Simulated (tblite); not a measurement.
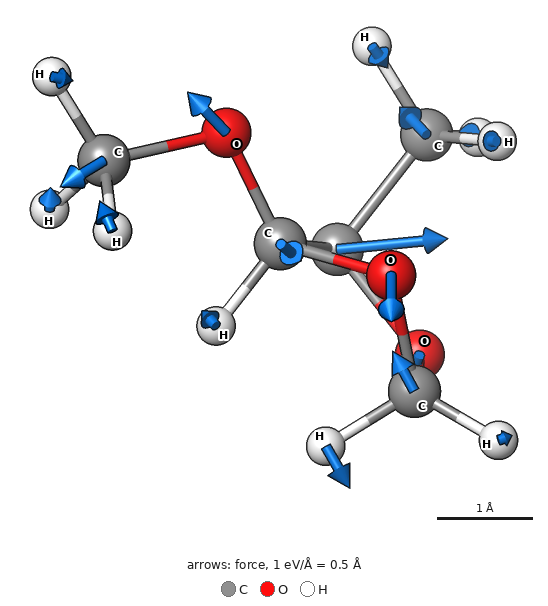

Starting geometry of C$_{5}$H$_{9}$O$_{3}$ (multiplicity 2) with the computed forces as blue arrows. The picture is a ball-and-stick view, seen at a tilt.

Method: tblite, GFN2-xTB geometry optimisation, gas phase. 

Is this structure relaxed? If not, where do the atoms go?

Answer. It isn't relaxed: the largest force vector, on a C atom, is 2.49 eV/Å. The final displacements have little in common with the starting forces (cosine between the two patterns 0.21). The atom that moves furthest after the best rigid fit is an O atom (1.80 Å). By element the largest moves are O 1.80 Å, H 1.51 Å, C 0.54 Å. Some distances before and after: C–O 1.337 → 1.406 Å, C–C 1.536 → 1.479 Å, C–O 1.414 → 1.379 Å, C–H 1.078 → 1.106 Å. Bond angles that change, for instance: C–C–C 107.3° → 125.8°, O–C–C 104.3° → 119.5°, C–O–C 96.8° → 106.6°. Groups turn about C–O by about 50°. Over 170 geometry steps the energy falls by 1.699 eV.
